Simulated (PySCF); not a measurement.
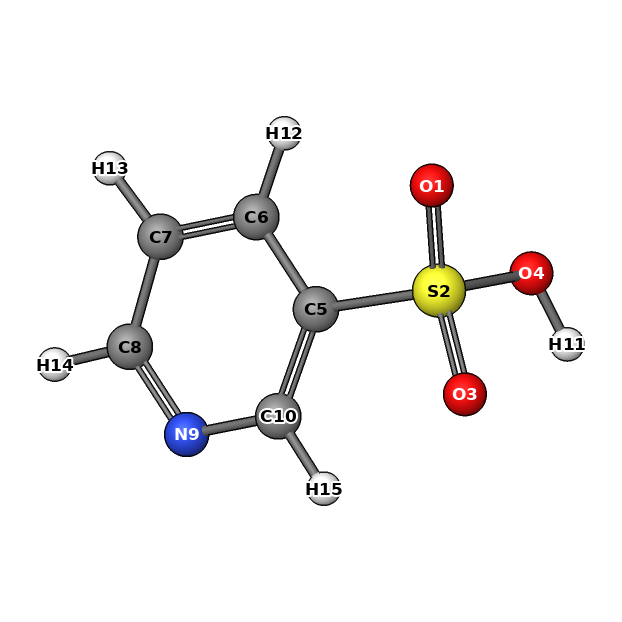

The questions are on isotropic NMR shieldings of the C atoms. Computed geometry: PBE0-D3(BJ)/def2-SVP optimisation. No frequency run is at hand to confirm it as a minimum. Method: GIAO PBE0/pcSseg-1 NMR shielding, non-relativistic, IEF-PCM dimethylsulfoxide (PySCF 2.14.0).

List the isotropic NMR shieldings of the C atoms.

```json
{"atom": "C5", "σ (ppm)": "43.3"}
{"atom": "C6", "σ (ppm)": "42.0"}
{"atom": "C7", "σ (ppm)": "53.6"}
{"atom": "C8", "σ (ppm)": "22.5"}
{"atom": "C10", "σ (ppm)": "30.9"}
```
